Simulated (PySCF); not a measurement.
## Frequency calculation, with input and output: CoF3

The run: frequency calculation of CoF3, multiplicity 5. Method and program: UKS-based PBE0, Co def2-TZVP, F def2-TZVP; non-relativistic Hamiltonian; density fitting (PySCF 2.14.0).

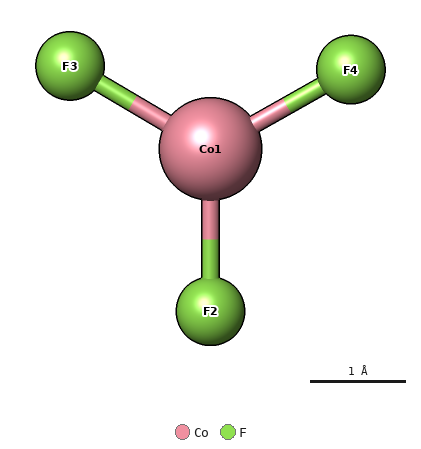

*The structure as given in the input (ball-and-stick view, seen on its broad side; atoms are numbered from 1 in the order of the input). Sticks mark near contacts.*

Results in brief:

```csv
quantity,value
outcome,converged
total energy,−1681.975863 hartree
⟨S²⟩,6.012
zero-point energy,0.005936 hartree
dipole moment,0.00 D
"wavenumbers, lowest and highest",152 and 740 cm⁻¹
hardware,"4 threads of Arm Neoverse V1, 24 GiB of memory available, shared host"
wall time,65 s (CPU time 3 min)
peak memory,1.5 GiB
```

The input:
```python
from pyscf import gto, scf, dft
mol = gto.M(atom='''
Co    -0.000000     0.000000    -0.000000
F     -0.000000     0.000000     1.719047
F      1.488739     0.000000    -0.859524
F     -1.488739     0.000000    -0.859524''',
    basis={'Co': 'def2-TZVP', 'F': 'def2-TZVP'},
    charge=0, spin=4)
mf = dft.UKS(mol, xc='PBE0')
mf.grids.atom_grid = (75, 302)
aux = {'Co': 'def2-universal-JKFIT', 'F': 'def2-universal-JKFIT'}
mf = mf.density_fit(auxbasis=aux)
mf.conv_tol = 1e-09
mf.diis_space = 10
mf.max_cycle = 60
mf.verbose = 4
mf.kernel()
```

The script is an equivalent of the set-up of the self-consistent field. The run itself was carried out by a driver, which started from the orbitals of the step before it where there was one and computed the further properties.

Command:
```bash
OMP_NUM_THREADS=4 python axn.py task.json out
```

The program's output:
```
init E= -1681.97586275803
  alpha nocc = 29  HOMO = -0.411194945960313  LUMO = -0.0237473074855785
  beta  nocc = 25  HOMO = -0.414879991415374  LUMO = -0.20027807466758
  HOMO = -0.41119494596  LUMO = -0.200278074668  gap/eV = 5.73934
cycle= 1 E= -1681.97586275761  delta_E= 4.17e-10  |g|= 4.39e-05  |ddm|= 1.9e-05
  alpha nocc = 29  HOMO = -0.411198341651887  LUMO = -0.023749666054826
  beta  nocc = 25  HOMO = -0.414895399571451  LUMO = -0.200296342681022
  HOMO = -0.411198341652  LUMO = -0.200296342681  gap/eV = 5.73894
cycle= 2 E= -1681.97586275266  delta_E= 4.95e-09  |g|= 0.00015  |ddm|= 6.43e-05
  alpha nocc = 29  HOMO = -0.411195605681046  LUMO = -0.0237478311922956
  beta  nocc = 25  HOMO = -0.414883439056543  LUMO = -0.200282043631661
  HOMO = -0.411195605681  LUMO = -0.200282043632  gap/eV = 5.73925
cycle= 3 E= -1681.97586275807  delta_E= -5.41e-09  |g|= 1.46e-06  |ddm|= 4.97e-05
  alpha nocc = 29  HOMO = -0.411195657968374  LUMO = -0.02374784107095
  beta  nocc = 25  HOMO = -0.414883481060208  LUMO = -0.200282111363369
  HOMO = -0.411195657968  LUMO = -0.200282111363  gap/eV = 5.73925
cycle= 4 E= -1681.97586275807  delta_E= 2.73e-12  |g|= 2.05e-07  |ddm|= 6.87e-07
  alpha nocc = 29  HOMO = -0.411195686617263  LUMO = -0.023747844359022
  beta  nocc = 25  HOMO = -0.414883506255585  LUMO = -0.20028210426186
  HOMO = -0.411195686617  LUMO = -0.200282104262  gap/eV = 5.73925
Extra cycle  E= -1681.97586275808  delta_E= -7.28e-12  |g|= 3.56e-07  |ddm|= 2.96e-07
converged SCF energy = -1681.97586275808  <S^2> = 6.0124711  2S+1 = 5.0049859
```

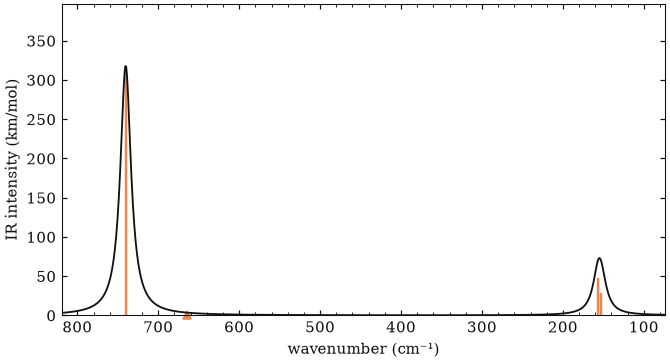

*Harmonic infrared spectrum, unscaled: sticks (degenerate modes added up, dark ones marked on the axis) with a Lorentzian envelope of 16 cm⁻¹ full width, scaled to the tallest stick.*

6 modes from 152 to 740 cm⁻¹, none imaginary. The strongest line is at 740 cm⁻¹ (318 km/mol). All modes, in cm⁻¹ (km/mol): 152 (14.3), 152 (14.3), 156 (48), 664 (0.0), 740 (159), 740 (159).

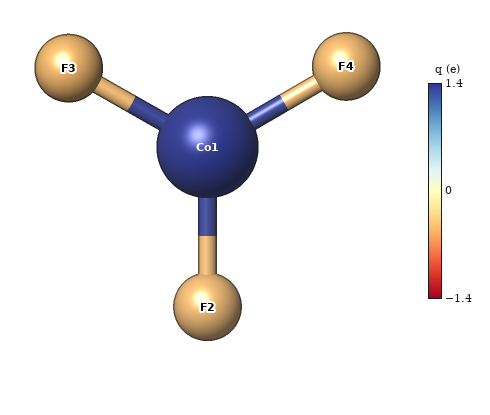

*Mulliken charges, as the colour of each atom (ball-and-stick view, seen on its broad side; atoms are numbered from 1 in the order of the input).*

By element: Co +1.35 and F −0.45 e.
